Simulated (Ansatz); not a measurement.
# BCuHOSi (SMILES [O-][B]1[SiH+][Cu-]1) (charge −1): what the fields show

Input file:

```
crystal:
  periodic: [false, false, false]
  atoms:
    - {symbol: B, position_ang: [-2.850368, 0.537290, -0.488828]}
    - {symbol: Cu, position_ang: [-1.122319, -0.921628, -0.181911]}
    - {symbol: O, position_ang: [-2.777623, 1.738568, -0.786026]}
    - {symbol: Si, position_ang: [-3.275156, -1.429269, -0.209959]}
    - {symbol: H, position_ang: [-3.254161, -1.230189, 1.328303]}
basis:
  gaussian:
    orbitals: def2-TZVPD
total_charge: -1
hamiltonian:
  xc: pbe0
output: {forces: true, orbitals: {seedname: orbitals}}
```

Run with:

```sh
ansatz run input.yaml --threads 2 --pin off --max-ram 4350MiB --events-out events.jsonl --progress --plain --runs-dir runs
```

Geometry: r2SCAN-D4/def2-SVPD.

Computed with Ansatz, isolated molecule in a Gaussian basis; Kohn-Sham density functional theory, functional PBE0.

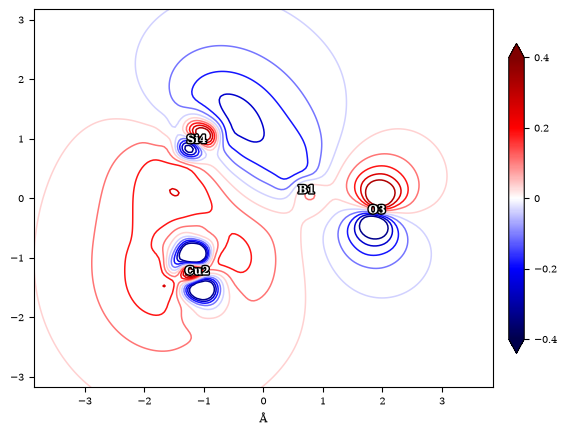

Figure 1. The HOMO on the plane of atoms B1, Cu2 and Si4 (values in Å⁻³ᐟ²; the overall sign is arbitrary).

**Describe this orbital and give its energy.**

By Hirshfeld shares it lies mainly on Cu2 (about 45 %), Si4 (about 35 %), B1 (about 10 %) and O3 (about 10 %). Its energy is −1.12 eV.

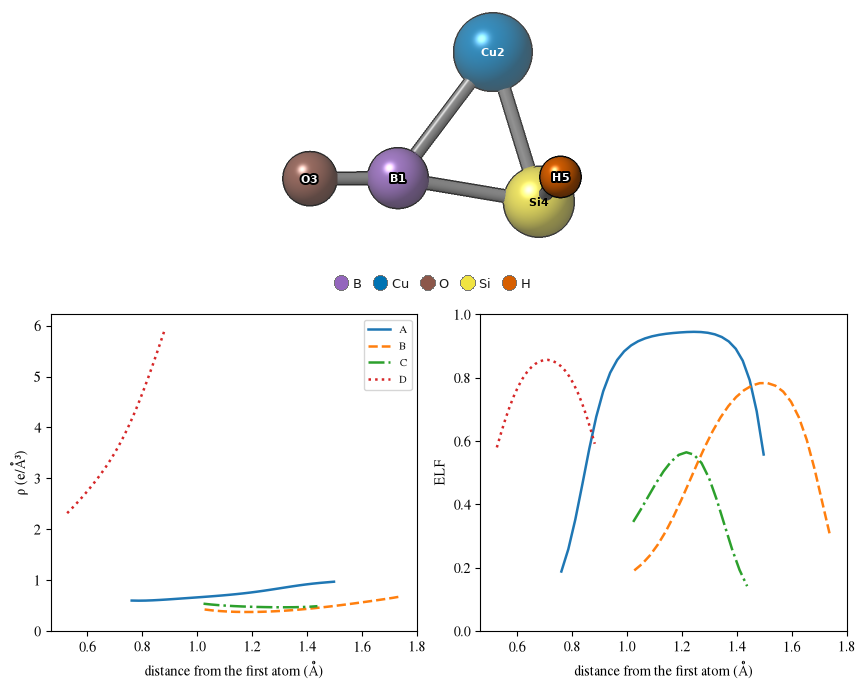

Figure 2. Total electron density and ELF along straight lines between neighbouring atoms. The curves leave out the atomic cores. The structure is drawn too.

**Which curve belongs to which contact (B–O, Cu–B, Cu–Si and Si–B)? The first atom named is at distance zero.**

Curve A: Si–B (2.03 Å): ρ is about 0.67 e/Å³ halfway, with its minimum of 0.6 e/Å³ about 0.8 Å from Si; the ELF peaks at about 0.95 between the atoms, as expected for a covalent bond. Curve B: Cu–B (2.28 Å): ρ at the midpoint is about 0.38 e/Å³; the ELF peaks at about 0.80 in the valence shell of B, 0.8 Å from its nucleus, and is about 0.30 at the midpoint. Curve C: Cu–Si (2.21 Å): ρ at the midpoint is about 0.5 e/Å³; the ELF reaches about 0.55 near the midpoint. Curve D: B–O (1.24 Å): ρ is about 2.9 e/Å³ halfway; the ELF peaks at about 0.85 between the atoms: a short, strongly polar bond.
